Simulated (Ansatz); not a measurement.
**PBE/def2-TZVPP run of SO2 (SMILES O=S=O)**

What is the energy change on altering one bond length of SO2 at PBE/def2-TZVPP? 

Program for the calculation: Ansatz 0.2.0.

41 further runs of the same task are left out: 1 that didn't finish, 40 set aside as unsound or not needed.

## 1. Starting point

SO2: 3 atoms, total charge 0, spin state singlet. As SMILES, `O=S=O`. The coordinates come from a PBE0-D4/def2-TZVP relaxation.

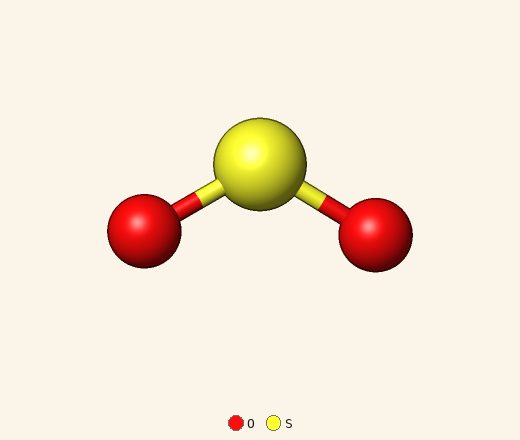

Viewed from a chosen angle; oxygen red, sulfur yellow.

## 2. A single-point energy at PBE/def2-TZVPP

File input.yaml:

```yaml
crystal:
  periodic: [false, false, false]
  atoms:
    - {symbol: O, position_ang: [-0.974420, 0.645900, -0.459510]}
    - {symbol: S, position_ang: [0.269520, 0.357380, 0.186790]}
    - {symbol: O, position_ang: [0.704900, -1.003280, 0.272720]}
basis:
  gaussian:
    orbitals: def2-TZVPP
hamiltonian:
  xc: {name: PBE}
accuracy: high
output: {orbitals: {seedname: orbitals}}
```

Command:

```sh
$ ansatz run input.yaml --threads 1 --pin off --max-ram 3480MiB --events-out events.jsonl --progress --plain --runs-dir runs
```

Log:

```text
Warning: RAYON_NUM_THREADS=1 ignored (pool sized by the plan → 1); use --threads N
Functional definition: PBE
  name "PBE"
  parameter kappa = 0.804
  parameter beta = 0.06672455060314922
  exchange = pbe_x(kappa = kappa, mu = beta*pi^2/3)
  correlation = pbe_c(beta = beta)
1620 factors; integrals over basis functions are off by at most 3.2e-9 eV
mean field evaluation 1: about -14912.7631 eV, gradient 7.9e1 eV
mean field evaluation 2: about -14856.7538 eV, gradient 1.9e2 eV
mean field evaluation 4: about -14922.6788 eV, gradient 5.8e0 eV
mean field evaluation 8: about -14922.7398 eV, gradient 3.2e-2 eV
mean field evaluation 16: about -14922.7398 eV, gradient 1.9e-5 eV
mean field -14922.73979818 eV, -548.4005725868 hartree, gradient 3.1e-8 eV, S^2 0.000000; 0 other end points of the search recorded, 0 dependent functions left out
reference -14922.73980025 eV, -548.4005726630 hartree; 16, 16 occupied and 88, 88 virtual orbitals, 1620 factors
Total energy: -14922.73980025 eV, -548.4005726630 hartree
```

It took 3.9 s on 1 thread of Arm Neoverse V1, shared host; peak memory 0.2 GiB.

## 3. The distorted shape

File run.yaml:

```yaml
crystal:
  periodic: [false, false, false]
  atoms:
    - {symbol: O, position_ang: [-2.467113, 0.992116, -1.235052]}
    - {symbol: S, position_ang: [0.269520, 0.357380, 0.186790]}
    - {symbol: O, position_ang: [0.704900, -1.003280, 0.272720]}
basis:
  gaussian:
    orbitals: def2-TZVPP
hamiltonian:
  xc: pbe
accuracy: high
output: {orbitals: {seedname: orbitals}}
```

Command:

```sh
$ ansatz run run.yaml --threads 1 --pin off --max-ram 3480MiB --events-out events.jsonl --progress --plain --runs-dir runs
```

Log (excerpt; [...] marks lines left out):

```text
Warning: RAYON_NUM_THREADS=1 ignored (pool sized by the plan → 1); use --threads N
Functional definition: PBE
  name "PBE"
[...]
1449 factors; integrals over basis functions are off by at most 6.9e-9 eV
[...]
mean field -14915.33696084 eV, -548.1285233322 hartree, gradient 1.6e-8 eV, S^2 0.000000; 8 other end points of the search recorded, 0 dependent functions left out
reference -14915.33696314 eV, -548.1285234169 hartree; 16, 16 occupied and 88, 88 virtual orbitals, 1449 factors
Total energy: -14915.33696314 eV, -548.1285234169 hartree
```

It took 16 s on 1 thread of Arm Neoverse V1, shared host; peak memory 0.18 GiB.

## 4. Summary of results

Level: PBE/def2-TZVPP.

```
                                                         quantity          value
                                        first shape: total energy  -548.40057 Eh
                                         first shape: HOMO energy       -7.91 eV
                                         first shape: LUMO energy       -4.25 eV
                                       first shape: HOMO–LUMO gap        3.65 eV
                                    distorted shape: total energy  -548.12852 Eh
energy change with the O1–S2 bond stretched from 1.431 to 3.149 Å       7.403 eV
```

What this shows: One bond (distorted shape) is far stretched, which a spin-restricted single reference describes badly; a broken-symmetry solution may lie lower. With the O1–S2 bond stretched from 1.431 to 3.149 Å the energy rises by 7.40 eV (714 kJ/mol). The first shape isn't relaxed at this level, so the change isn't measured from a minimum. A restricted reference can't describe the breaking bond well at this length.
